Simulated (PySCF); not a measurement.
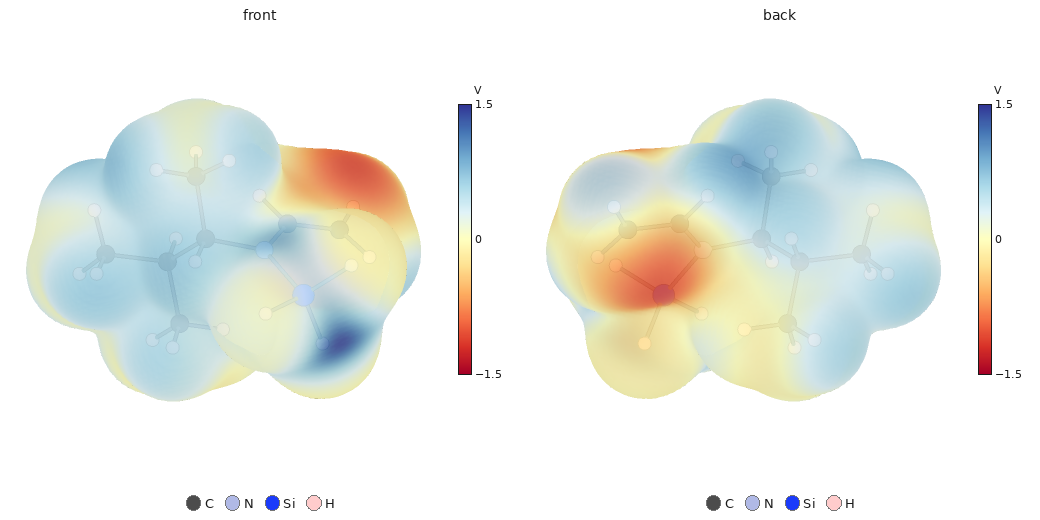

Figure 1: C₇H₁₇NSi. The electrostatic potential painted on the density surface at 0.002 e/bohr³, seen from the front and from behind; red is negative and blue positive.

Geometry: GFN2-xTB.

Theory: PySCF, PBE0/pcSseg-1, SCF density, gas phase, non-relativistic.

```xyz
26

C     2.9766    1.0096   -0.0407
C     1.7690    0.6393    0.3684
N     1.0043   -0.3841   -0.1498
Si    1.5870   -1.3772   -1.4452
C    -0.3209   -0.5660    0.4254
C    -0.2271   -0.8948    1.9192
C    -1.2414    0.6393    0.1388
C    -1.2705    0.9362   -1.3590
C    -2.6606    0.3775    0.6399
H     3.4896    0.5292   -0.8539
H     3.4889    1.8204    0.4444
H     1.3130    1.1725    1.1914
H     0.5249   -2.3484   -1.7021
H     1.8313   -0.5742   -2.6483
H     2.8152   -2.0632   -1.0348
H    -0.7572   -1.4343   -0.0780
H    -1.1549   -1.3376    2.2699
H    -0.0227   -0.0077    2.5140
H     0.5770   -1.6096    2.0795
H    -0.8463    1.5188    0.6587
H    -1.9258    1.7797   -1.5652
H    -0.2757    1.1780   -1.7232
H    -1.6372    0.0709   -1.9079
H    -2.6904    0.2883    1.7220
H    -3.3138    1.1988    0.3526
H    -3.0534   -0.5389    0.2039
```

**Where is the surface potential most negative and most positive?**

The most negative region (about −1.0 V) lies over the π face of C1 and C2, the most positive (about +1.2 V) over Si4.

**How polar is the molecule by this calculation?**

Its dipole moment is 1.53 D.
